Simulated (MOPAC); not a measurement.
**SiH$_{2}$SClO$_{2}$: geometry relaxation (part 1 of 3)**

System: SiH$_{2}$SClO$_{2}$, multiplicity 2, SMILES O[Si](O)([S])Cl.
Method: PM6-DH+, unrestricted, dispersion DH+ (MOPAC 23.2.5).

The atoms were displaced at random from an optimised geometry.

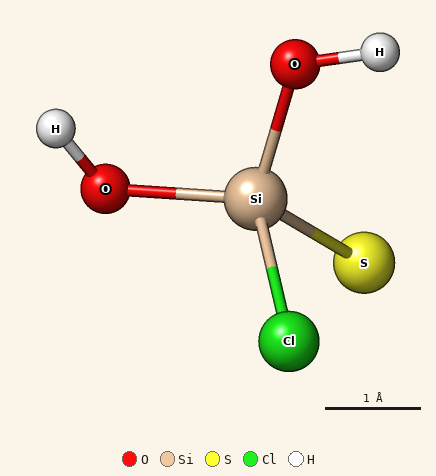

Figure 1. The input geometry (ball-and-stick view, seen at a tilt).

### Summary

```csv
quantity,value
outcome,converged
total energy,−41.030239 hartree
dispersion energy,−0.000933 hartree
heat of formation,−188.29 kcal/mol
basis functions,37
largest force,0.000 eV/Å
⟨S²⟩,0.756
dipole moment,2.95 D
hardware,"1 thread of AMD EPYC (Zen 5), 128 GiB of memory available, shared host"
wall time,0.56 s
peak memory,0.088 GiB
```

### Remarks

MOPAC's energies along a path are heats of formation.

### Input file (mol.mop)
```
PM6-DH+ EF GNORM=0.01 DISP UHF CYCLES=300 BONDS PRECISE THREADS=1 AUX(PRECISION=6)
optimise of ClH2O2SSi

O     -0.722003     0.396728     1.067499
Si     0.001490    -0.038075    -0.293796
O      0.982452    -1.289176     0.073619
S     -1.252630    -0.500925    -1.899920
Cl     1.062524     1.572626    -1.064262
H     -1.336000     1.118292     1.047950
H      1.288197    -1.345946     0.975698
```

Launched with:
```bash
mopac mol.mop
```

### What the program printed
```
MOPAC v23.2.5
PM6-DH+ CALCULATION RESULTS

 *  PM6-DH+    - CORRECT DISPERSION AND HYDROGEN BOND TERMS USING PM6-DH+
 *  UHF        - UNRESTRICTED HARTREE-FOCK CALCULATION
 *  PRECISE    - TIGHTER CRITERIA TO BE USED
 *  EF         - USE EF ROUTINE FOR MINIMUM SEARCH
 *  THREADS=1  - MULTI-THREADING NOT USED
 *  CYCLES=    - DO A MAXIMUM OF 300 STEPS
 *  GNORM      - EXIT WHEN GRADIENT NORM DROPS BELOW 0.010
 *  AUX        - OUTPUT AUXILIARY INFORMATION
 *  DISP       - PRINT DISPERSION AND HYDROGEN BOND ENERGIES
 *  BONDS      - FINAL BOND-ORDER MATRIX TO BE PRINTED
PM6-DH+ EF GNORM=0.01 DISP UHF CYCLES=300 BONDS PRECISE THREADS=1 AUX(PRECISION=6)
 optimise of ClH2O2SSi

   ATOM   CHEMICAL          X               Y               Z
  NUMBER   SYMBOL      (ANGSTROMS)     (ANGSTROMS)     (ANGSTROMS)

     1       O         -0.72200300  *   0.39672800  *   1.06749900  *
     2      Si          0.00149000  *  -0.03807500  *  -0.29379600  *
     3       O          0.98245200  *  -1.28917600  *   0.07361900  *
     4       S         -1.25263000  *  -0.50092500  *  -1.89992000  *
     5      Cl          1.06252400  *   1.57262600  *  -1.06426200  *
     6       H         -1.33600000  *   1.11829200  *   1.04795000  *
     7       H          1.28819700  *  -1.34594600  *   0.97569800  *

          CARTESIAN COORDINATES

    NO.       ATOM           X           Y           Z

     1         O         -0.7220      0.3967      1.0675
     2        Si          0.0015     -0.0381     -0.2938
     3         O          0.9825     -1.2892      0.0736
     4         S         -1.2526     -0.5009     -1.8999
     5        Cl          1.0625      1.5726     -1.0643
     6         H         -1.3360      1.1183      1.0479
     7         H          1.2882     -1.3459      0.9757

 "Third-Generation Hydrogen-Bonding Corrections for Semiempirical QM Methods and Force Fields"

           Empirical Formula: H2 O2 Si S Cl  =     7 atoms

      MOLECULAR POINT GROUP   :   C1

          UHF CALCULATION, NO. OF ALPHA ELECTRONS =   16
                           NO. OF BETA  ELECTRONS =   15

          Geometry optimization using EF

          *********************************************
          *                                           *
          *                 WARNING                   *
          *                                           *
          *********************************************

          Dispersion parameters missing for Silicon

          *********************************************
          *                                           *
          *              END OF WARNING               *
          *                                           *
          *********************************************

          DIAGONAL MATRIX USED AS START HESSIAN
```

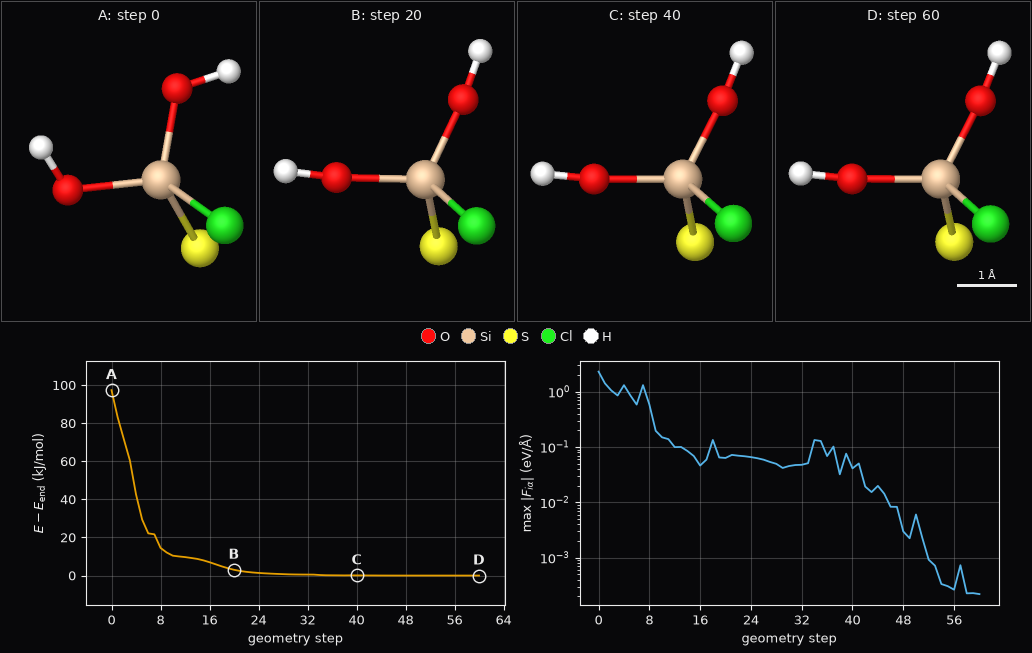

Figure 2. Frames of the relaxation (ball-and-stick view, seen at a tilt) above the curves, on which the letters mark them (steps are counted from 0).

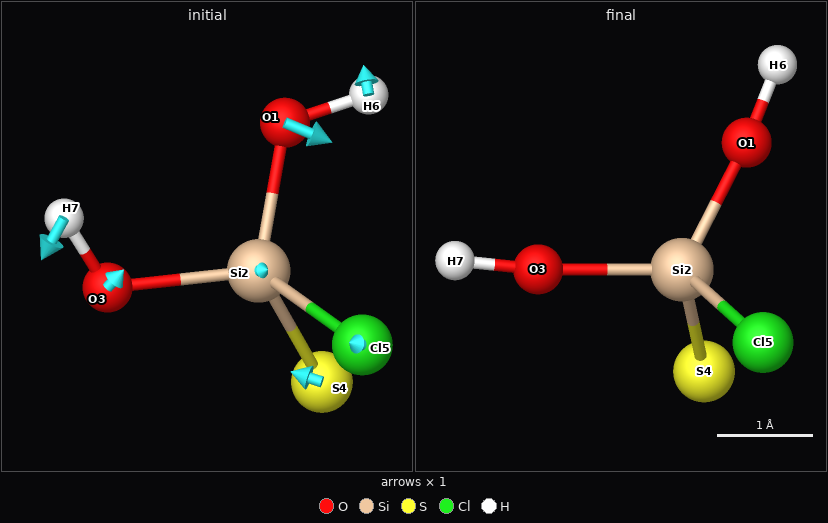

Figure 3. Before (left) and after (right) the relaxation, at one scale (ball-and-stick view, seen at a tilt). The teal arrows give the displacements, at true length. O1 moves most after the best rigid fit: 0.56 Å. By element the largest moves are O 0.56 Å, H 0.53 Å, S 0.36 Å, Cl 0.21 Å, Si 0.14 Å. Distances before and after: Si2–O3 1.632 → 1.544 Å, Si2–Cl5 2.077 → 1.996 Å, O1–Si2 1.602 → 1.544 Å, O1–H6 0.948 → 0.901 Å. Among the angles that change: Si2–O3–H7 116.8° → 174.0°, Si2–O1–H6 118.8° → 174.0°, S4–Si2–Cl5 101.1° → 115.9°. Over 60 geometry steps the energy falls by 97.4 kJ/mol. The largest force component goes from 2.3 to 0.00022 eV/Å. (Atoms are counted from 1 in the order of the input.)

```
 CYCLE:     1 TIME:   0.031 TIME LEFT:  2.00D  GRAD.:    77.190 HEAT: -165.0176
 CYCLE:     2 TIME:   0.016 TIME LEFT:  2.00D  GRAD.:    54.657 HEAT: -168.4069
 CYCLE:     3 TIME:   0.008 TIME LEFT:  2.00D  GRAD.:    54.102 HEAT: -171.1413
 CYCLE:     4 TIME:   0.008 TIME LEFT:  2.00D  GRAD.:    50.463 HEAT: -173.8404
 CYCLE:     5 TIME:   0.008 TIME LEFT:  2.00D  GRAD.:    46.814 HEAT: -178.0957
 CYCLE:     6 TIME:   0.008 TIME LEFT:  2.00D  GRAD.:    49.772 HEAT: -181.2597
 CYCLE:     7 TIME:   0.008 TIME LEFT:  2.00D  GRAD.:    31.851 HEAT: -182.9947
 CYCLE:     8 TIME:   0.008 TIME LEFT:  2.00D  GRAD.:    59.266 HEAT: -183.1140
 CYCLE:     9 TIME:   0.008 TIME LEFT:  2.00D  GRAD.:    20.931 HEAT: -184.8170
 CYCLE:    10 TIME:   0.008 TIME LEFT:  2.00D  GRAD.:    11.042 HEAT: -185.3966
 CYCLE:    11 TIME:   0.000 TIME LEFT:  2.00D  GRAD.:     6.666 HEAT: -185.7970
 CYCLE:    12 TIME:   0.008 TIME LEFT:  2.00D  GRAD.:     5.685 HEAT: -185.8935
 CYCLE:    13 TIME:   0.008 TIME LEFT:  2.00D  GRAD.:     4.794 HEAT: -185.9727
 CYCLE:    14 TIME:   0.008 TIME LEFT:  2.00D  GRAD.:     4.105 HEAT: -186.0832
 CYCLE:    15 TIME:   0.008 TIME LEFT:  2.00D  GRAD.:     3.455 HEAT: -186.2018
 CYCLE:    16 TIME:   0.008 TIME LEFT:  2.00D  GRAD.:     2.767 HEAT: -186.3849
 CYCLE:    17 TIME:   0.016 TIME LEFT:  2.00D  GRAD.:     2.483 HEAT: -186.6186
 CYCLE:    18 TIME:   0.008 TIME LEFT:  2.00D  GRAD.:     2.554 HEAT: -186.8771
 CYCLE:    19 TIME:   0.008 TIME LEFT:  2.00D  GRAD.:     6.011 HEAT: -187.1411
 CYCLE:    20 TIME:   0.008 TIME LEFT:  2.00D  GRAD.:     4.014 HEAT: -187.3707
 CYCLE:    21 TIME:   0.016 TIME LEFT:  2.00D  GRAD.:     3.283 HEAT: -187.5697
 CYCLE:    22 TIME:   0.008 TIME LEFT:  2.00D  GRAD.:     3.569 HEAT: -187.7197
 CYCLE:    23 TIME:   0.008 TIME LEFT:  2.00D  GRAD.:     3.517 HEAT: -187.8248
 CYCLE:    24 TIME:   0.008 TIME LEFT:  2.00D  GRAD.:     3.455 HEAT: -187.9038
 CYCLE:    25 TIME:   0.008 TIME LEFT:  2.00D  GRAD.:     3.322 HEAT: -187.9649
 CYCLE:    26 TIME:   0.008 TIME LEFT:  2.00D  GRAD.:     3.101 HEAT: -188.0119
 CYCLE:    27 TIME:   0.008 TIME LEFT:  2.00D  GRAD.:     2.853 HEAT: -188.0513
 CYCLE:    28 TIME:   0.008 TIME LEFT:  2.00D  GRAD.:     2.588 HEAT: -188.0853
 CYCLE:    29 TIME:   0.008 TIME LEFT:  2.00D  GRAD.:     2.324 HEAT: -188.1148
 CYCLE:    30 TIME:   0.008 TIME LEFT:  2.00D  GRAD.:     2.263 HEAT: -188.1414
 CYCLE:    31 TIME:   0.008 TIME LEFT:  2.00D  GRAD.:     2.349 HEAT: -188.1561
 CYCLE:    32 TIME:   0.008 TIME LEFT:  2.00D  GRAD.:     2.415 HEAT: -188.1643
 CYCLE:    33 TIME:   0.016 TIME LEFT:  2.00D  GRAD.:     2.562 HEAT: -188.1693
 CYCLE:    34 TIME:   0.008 TIME LEFT:  2.00D  GRAD.:     2.411 HEAT: -188.1728
 CYCLE:    35 TIME:   0.016 TIME LEFT:  2.00D  GRAD.:     5.610 HEAT: -188.2263
 CYCLE:    36 TIME:   0.016 TIME LEFT:  2.00D  GRAD.:     4.596 HEAT: -188.2542
 CYCLE:    37 TIME:   0.008 TIME LEFT:  2.00D  GRAD.:     2.953 HEAT: -188.2608
 CYCLE:    38 TIME:   0.008 TIME LEFT:  2.00D  GRAD.:     3.990 HEAT: -188.2661
 CYCLE:    39 TIME:   0.008 TIME LEFT:  2.00D  GRAD.:     1.369 HEAT: -188.2743
 CYCLE:    40 TIME:   0.008 TIME LEFT:  2.00D  GRAD.:     3.503 HEAT: -188.2653
 CYCLE:    41 TIME:   0.008 TIME LEFT:  2.00D  GRAD.:     1.928 HEAT: -188.2740
 CYCLE:    42 TIME:   0.008 TIME LEFT:  2.00D  GRAD.:     2.340 HEAT: -188.2751
 CYCLE:    43 TIME:   0.000 TIME LEFT:  2.00D  GRAD.:     0.855 HEAT: -188.2818
 CYCLE:    44 TIME:   0.008 TIME LEFT:  2.00D  GRAD.:     0.838 HEAT: -188.2836
 CYCLE:    45 TIME:   0.008 TIME LEFT:  2.00D  GRAD.:     0.999 HEAT: -188.2895
 CYCLE:    46 TIME:   0.008 TIME LEFT:  2.00D  GRAD.:     0.664 HEAT: -188.2908
 CYCLE:    47 TIME:   0.008 TIME LEFT:  2.00D  GRAD.:     0.441 HEAT: -188.2919
 CYCLE:    48 TIME:   0.008 TIME LEFT:  2.00D  GRAD.:     0.362 HEAT: -188.2924
 CYCLE:    49 TIME:   0.008 TIME LEFT:  2.00D  GRAD.:     0.130 HEAT: -188.2927
 CYCLE:    50 TIME:   0.008 TIME LEFT:  2.00D  GRAD.:     0.103 HEAT: -188.2929
 CYCLE:    51 TIME:   0.008 TIME LEFT:  2.00D  GRAD.:     0.242 HEAT: -188.2930
 CYCLE:    52 TIME:   0.008 TIME LEFT:  2.00D  GRAD.:     0.110 HEAT: -188.2931
 CYCLE:    53 TIME:   0.008 TIME LEFT:  2.00D  GRAD.:     0.053 HEAT: -188.2931
 CYCLE:    54 TIME:   0.008 TIME LEFT:  2.00D  GRAD.:     0.032 HEAT: -188.2931
 CYCLE:    55 TIME:   0.008 TIME LEFT:  2.00D  GRAD.:     0.017 HEAT: -188.2931
 CYCLE:    56 TIME:   0.000 TIME LEFT:  2.00D  GRAD.:     0.016 HEAT: -188.2931
 CYCLE:    57 TIME:   0.008 TIME LEFT:  2.00D  GRAD.:     0.014 HEAT: -188.2931
 CYCLE:    58 TIME:   0.000 TIME LEFT:  2.00D  GRAD.:     0.027 HEAT: -188.2931
 CYCLE:    59 TIME:   0.008 TIME LEFT:  2.00D  GRAD.:     0.013 HEAT: -188.2931
 CYCLE:    60 TIME:   0.008 TIME LEFT:  2.00D  GRAD.:     0.011 HEAT: -188.2931
 CYCLE:    61 TIME:   0.000 TIME LEFT:  2.00D  GRAD.:     0.009 HEAT: -188.2931

     GRADIENT =  0.00946 IS LESS THAN CUTOFF =  0.01000

 -------------------------------------------------------------------------------
 PM6-DH+ EF GNORM=0.01 DISP UHF CYCLES=300 BONDS PRECISE THREADS=1 AUX(PRECISION=6)
 optimise of ClH2O2SSi

     GEOMETRY OPTIMISED USING EIGENVECTOR FOLLOWING (EF).
     SCF FIELD WAS ACHIEVED

                              PM6-DH+ CALCULATION

          FINAL HEAT OF FORMATION =       -188.29313 KCAL/MOL =    -787.81845 KJ/MOL

          TOTAL ENERGY            =     -25746.86398 KCAL/MOL = ELECTRONIC ENERGY + CORE-CORE REPULSION
          ENERGY OF ATOMS         =      25559.15613 KCAL/MOL
                              SUM =       -187.70785 KCAL/MOL
          DISPERSION ENERGY       =         -0.58528 KCAL/MOL
                              SUM =       -188.29313 KCAL/MOL = FINAL HEAT OF FORMATION

          TOTAL ENERGY            =      -1116.48969 EV
          ELECTRONIC ENERGY       =      -3048.01136 EV
          CORE-CORE REPULSION     =       1931.52167 EV
          COSMO AREA              =        128.42 SQUARE ANGSTROMS
          COSMO VOLUME            =        117.98 CUBIC ANGSTROMS

          GRADIENT NORM           =          0.00946          =       0.00358 PER ATOM
          IONIZATION POTENTIAL    =          9.091465 EV
          ALPHA SOMO LUMO (EV)    =         -9.550 -0.205
          BETA  SOMO LUMO (EV)    =         -9.091 -2.451
          NO. OF ALPHA ELECTRONS  =         16
          NO. OF BETA  ELECTRONS  =         15
          MOLECULAR WEIGHT        =        129.6131         POINT GROUP:  Cs

          MOLECULAR DIMENSIONS (Angstroms)

            Atom       Atom       Distance
            H     7    H     6     4.09013
           Cl     5    S     4     3.44636
            S     4    H     6     2.41054

          SCF CALCULATIONS        =         66

          WALL-CLOCK TIME         =      0.516 SECONDS
          COMPUTATION TIME        =      0.462 SECONDS

   ATOM   CHEMICAL          X               Y               Z
  NUMBER   SYMBOL      (ANGSTROMS)     (ANGSTROMS)     (ANGSTROMS)

     1       O         -0.90108167  *   0.60370638  *   0.78418704  *
     2      Si          0.02691081  *   0.05862727  *  -0.32308279  *
     3       O          0.93239413  *  -1.14406362  *   0.02030698  *
     4       S         -1.28017095  *  -0.69553084  *  -1.73816263  *
     5      Cl          1.20090156  *   1.55533924  *  -0.92868448  *
     6       H         -1.38453259  *   0.88047979  *   1.49192543  *
     7       H          1.45009973  *  -1.82132184  *   0.31111373  *

                             CARTESIAN COORDINATES

   1    O       -0.901081665     0.603706375     0.784187042
   2   Si        0.026910808     0.058627266    -0.323082786
   3    O        0.932394134    -1.144063616     0.020306981
   4    S       -1.280170951    -0.695530841    -1.738162627
   5   Cl        1.200901562     1.555339244    -0.928684479
   6    H       -1.384532590     0.880479787     1.491925431
   7    H        1.450099729    -1.821321836     0.311113728

           Empirical Formula: H2 O2 Si S Cl  =     7 atoms

      MOLECULAR POINT GROUP   :   Cs

          ALPHA EIGENVALUES
 -31.49644 -30.96737 -29.20900 -25.65422 -21.96389 -20.01157 -15.53465 -15.31391
 -14.69973 -14.19931 -14.04085 -11.58262 -11.24686 -10.69234 -10.25322  -9.55024
  -0.20509   0.38352   0.62632   0.83330   1.18738   1.20152   1.45673   1.53931
   1.92940   2.05300   2.16655   2.50155   3.57438   4.25313   6.03936   6.11977
  88.83089  88.88831  88.90307  89.11244  89.11248

           BETA EIGENVALUES
 -31.43434 -30.88831 -25.78427 -24.83557 -21.64620 -19.98022 -15.49851 -15.16323
 -14.60668 -14.07237 -13.90465 -11.56272 -11.20426 -10.21618  -9.09146  -2.45069
  -0.04091   0.37934   0.74177   0.82563   1.26996   1.27475   1.46920   1.49576
   1.88915   2.13029   2.18236   2.60069   3.63180   4.27495   6.05368   6.12540
  88.82519  88.88152  88.90289  89.11405  89.11417

              NET ATOMIC CHARGES AND DIPOLE CONTRIBUTIONS

  ATOM NO.   TYPE          CHARGE      No. of ELECS.   s-Pop       p-Pop       d-Pop
    1          O          -0.427719        6.4277     1.53978     4.88794
    2         Si           0.393309        3.6067     0.89124     1.25258     1.46287
    3          O          -0.427676        6.4277     1.53979     4.88789
    4          S          -0.142942        6.1429     1.94069     4.14051     0.06173
    5         Cl          -0.115689        7.1157     1.99097     5.12190     0.00281
    6          H           0.360358        0.6396     0.63964
    7          H           0.360360        0.6396     0.63964
 DIPOLE           X         Y         Z       TOTAL
 POINT-CHG.     0.312    -0.795     2.567     2.705
 HYBRID        -0.353    -0.422     0.118     0.563
 SUM           -0.042    -1.217     2.685     2.949

          ATOMIC ORBITAL ELECTRON POPULATIONS

     Atom    s        px        py        pz      x^2-y^2     xz        z^2       yz        xy
    1  O   1.53978   1.63312   1.73121   1.52361
    2 Si   0.89124   0.42191   0.42711   0.40356   0.26730   0.32048   0.26357   0.27415   0.33737
    3  O   1.53979   1.63125   1.52681   1.72983
    4  S   1.94069   1.21726   1.39226   1.53100   0.00313   0.02704   0.01100   0.00901   0.01155
    5 Cl   1.99097   1.70520   1.60181   1.81489   0.00065   0.00052   0.00032   0.00050   0.00082
    6  H   0.63964
    7  H   0.63964

                    (SZ)    =    0.500000
                    (S**2)  =    0.755973

          ATOMIC ORBITAL SPIN POPULATIONS

    Atom   Total    s     px     py     pz   x^2-y^2  xz     z^2    yz     xy
         Atomic
    1  O  0.0186  0.002  0.009  0.000  0.007
    2 Si -0.0337 -0.010 -0.002 -0.001 -0.006 -0.000 -0.005 -0.006  0.001 -0.005
    3  O  0.0187  0.002  0.002  0.004  0.011
    4  S  1.0011  0.012  0.471  0.431  0.103 -0.000 -0.006 -0.004 -0.002 -0.003
    5 Cl -0.0021 -0.000 -0.000 -0.001 -0.001  0.000 -0.000 -0.000 -0.000 -0.000
    6  H -0.0013 -0.001
    7  H -0.0013 -0.001

          BONDING CONTRIBUTION OF EACH ALPHA M.O.

  0.7201  0.6917  0.2073  0.0766  0.8178  0.8582  0.4822  0.4688  0.4037  0.3707
  0.6937  0.2901  0.1694  0.7058  0.0997  0.1805 -0.8577 -0.2856 -0.2234 -0.3151
 -0.0293 -0.0368 -0.3512 -0.2554 -0.3066 -0.3285 -0.5471 -0.6263 -0.6956 -0.7956
 -0.8248 -0.7525 -0.0022 -0.0009 -0.0013 -0.0002 -0.0001
```
